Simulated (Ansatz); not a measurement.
System: AlH5LiNSi.

Input file:

```
crystal:
  periodic: [false, false, false]
  atoms:
    - {symbol: Li, position_ang: [-2.448791, 0.164107, 0.380758]}
    - {symbol: Si, position_ang: [0.441395, 1.386488, -0.582555]}
    - {symbol: N, position_ang: [-0.673446, 0.252552, 0.001370]}
    - {symbol: Al, position_ang: [-0.552606, -1.403266, 0.506700]}
    - {symbol: H, position_ang: [1.845507, 0.875379, -0.699730]}
    - {symbol: H, position_ang: [0.519684, 2.605193, 0.286258]}
    - {symbol: H, position_ang: [0.074271, 1.894150, -1.944090]}
    - {symbol: H, position_ang: [-2.109280, -1.749696, 0.925983]}
    - {symbol: H, position_ang: [0.565501, -2.511079, 0.639795]}
basis:
  gaussian: {orbitals: def2-TZVPP}
hamiltonian: {xc: pbe0, dispersion: d4}
output: {orbitals: {seedname: orbitals}}
```

Run with:

```sh
ansatz run in.yaml --threads 2 --pin off --events-out ev --progress --plain --max-ram 4352MiB
```

Geometry: PBE0-D4/def2-TZVP.

These are results of Ansatz, RKS PBE0-D4/def2-TZVPP, not measurements.

**What will maps of the electron density and electron localisation function show?**

Si–N (1.69 Å): ρ is about 1.2 e/Å³ halfway; the ELF peaks at about 0.90 between the atoms (a shared but strongly polarised pair).
Al–N (1.74 Å): the density is about 0.9 e/Å³ at the midpoint; the ELF peaks at about 0.85 in the valence shell of N, 0.6 Å from its nucleus, and is about 0.55 at the midpoint.
Li–N (1.82 Å): ρ at the midpoint is about 0.58 e/Å³; the ELF peaks at about 0.90 in the valence shell of N, 0.7 Å from its nucleus, and falls to about 0.15 next to Li (an ionic contact with no shared pair).
Li–Al (2.46 Å): ρ at the midpoint is about 0.24 e/Å³; the ELF is about 0.25 at the midpoint.

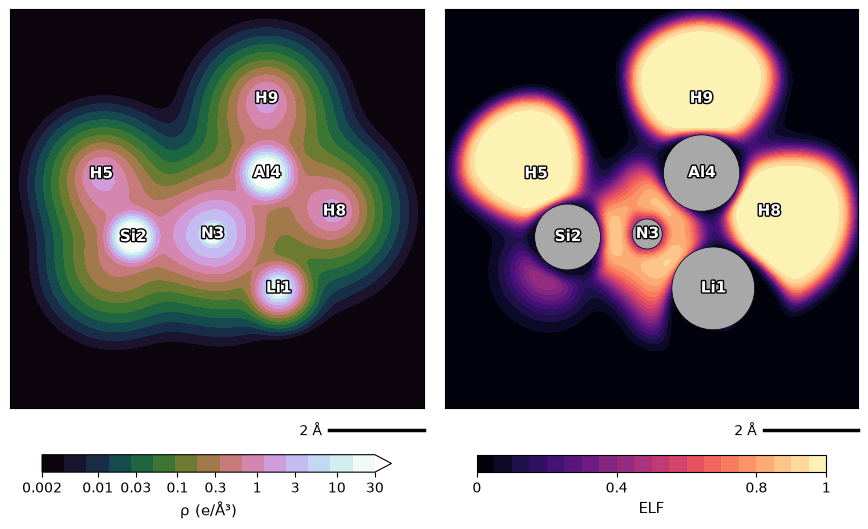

Computed electron density and electron localisation function on the plane of atoms Li1, Al4 and H8, in this order. Grey discs cover the atomic cores in the ELF map. 
